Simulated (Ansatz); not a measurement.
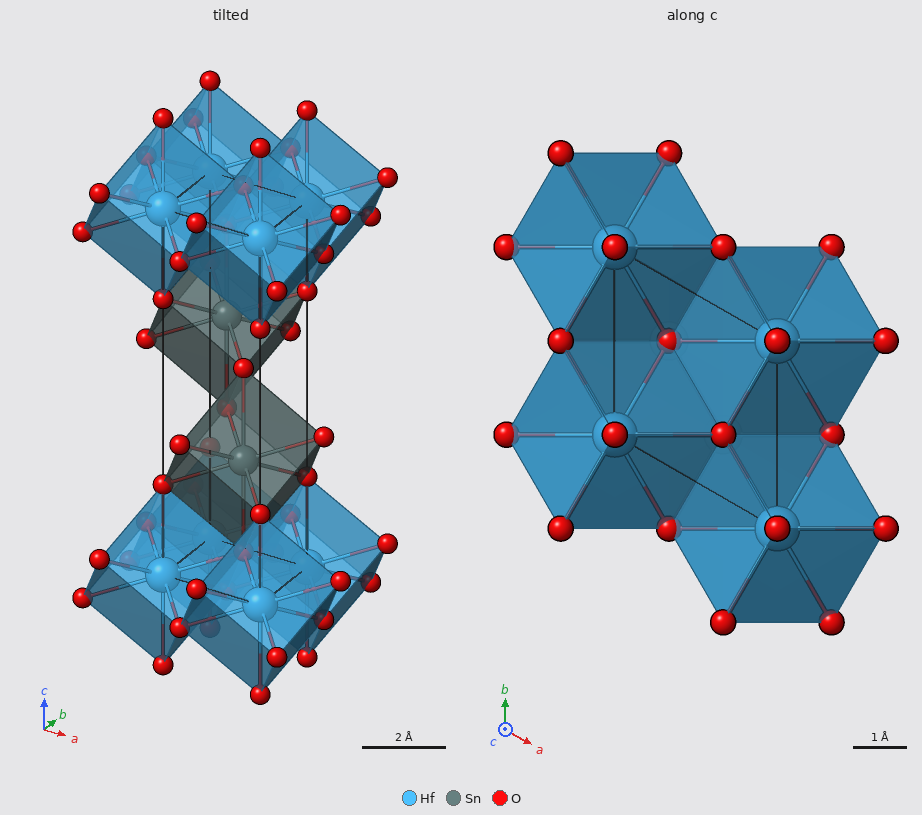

Structure drawing (polyhedral), viewed slightly off an axis and along the c axis. The lines enclose the conventional unit cell; boundary atoms appear with their images. Some neighbours outside the box are added.

HfSn2O6, space group P-3m1 (No. 164), a = 3.563 Å, b = 3.563 Å, c = 9.219 Å, α = 90.00°, β = 90.00°, γ = 120.00°. The initial geometry was a structure type filled with these elements by a generator (whether the compound takes this form wasn't checked). Earlier steps of the study may have refined or changed the cell and positions. It went into a calculation with Ansatz.

This one geometry was computed with Ansatz (DFT, plane waves, PAW) at three levels of theory: PBEsol, PBE and r2SCAN.

### Which level gives the highest pressure at this volume, and what does that say about its equilibrium volume?

Highest: PBE (0.0 GPa), which points to the largest equilibrium volume. Lowest, with the smallest volume: r2SCAN (-8.0 GPa). Levels within 0.5 GPa of each other can't be told apart.

### How does the band gap change with the level of theory?

PBEsol: a gap of 1.21 eV, indirect; PBE: a gap of 1.28 eV, indirect; r2SCAN: a gap of 1.75 eV, indirect.

### Collect the results in a table.

| level | cutoff (eV) | k-mesh of the run's cell | gap (eV) | pressure (GPa) |
| --- | --- | --- | --- | --- |
| PBEsol | 420 | 12×12×4 | 1.21 | -7.0 |
| PBE | 420 | 12×12×4 | 1.28 | 0.0 |
| r2SCAN | 500 | 12×12×4 | 1.75 | -8.0 |

Gaps are taken on the k-mesh or band path of each run.
